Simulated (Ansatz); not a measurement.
Cost and result by functional for the adsorption energy of OH on the 1x1 (111) surface of fcc Ir, one in a 2x2 cell, started at the site 'top Ir', in Ansatz (plane waves, PAW). Single points on the PBE structure, on one kind of machine; costs are rough ratios of the slab run's core time (references not counted) to the cheapest single point. r2SCAN's cost holds its higher cutoff (500 against 420 eV). Differences are taken against r2SCAN for comparison alone: no measured value is at hand, so the table doesn't rank accuracy.

Set-up: 18 atoms, 6.6 Å thick at the start under the adsorbate (thin: gaps and levels are the slab's own); mesh 6x6x1; 0.1 eV smearing; dipole correction on; 8 atoms held, the rest relaxed; no symmetry held; spin-polarised, no spin-orbit, no U, no dispersion correction. The starting moment vanished. At the end it is bonded to Ir. In PBE it is, or lies within 0.03 eV of, the lowest of the starts that converged. These notes are the PBE run's. r2SCAN: The program's check for a lower electronic state was not made. Adsorption energies are against H2O(g) − ½ H2(g). A negative adsorption energy means that the adsorbate is more stable on the surface than in its reference.

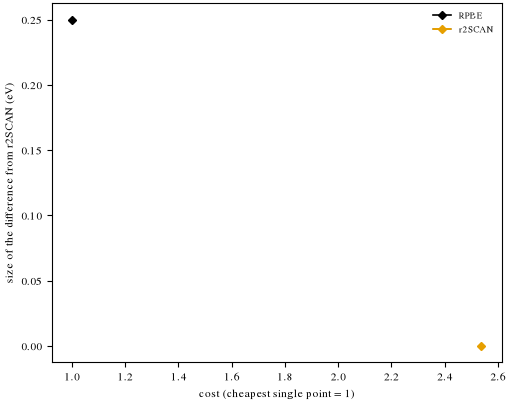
Figure: Difference from r2SCAN against cost

| functional | relative cost | adsorption energy (eV) | less r2SCAN (eV) |
|---|---|---|---|
| RPBE | 1 | 0.76 | 0.25 |
| r2SCAN | 3 | 0.51 | 0.00 |
| PBE (the relaxed run's value) | – | 0.63 | 0.12 |

The values span 0.25 eV, while the single points' costs differ by a factor of roughly 3. Differences are of unrounded values.

Ansatz is a program for electronic structure.
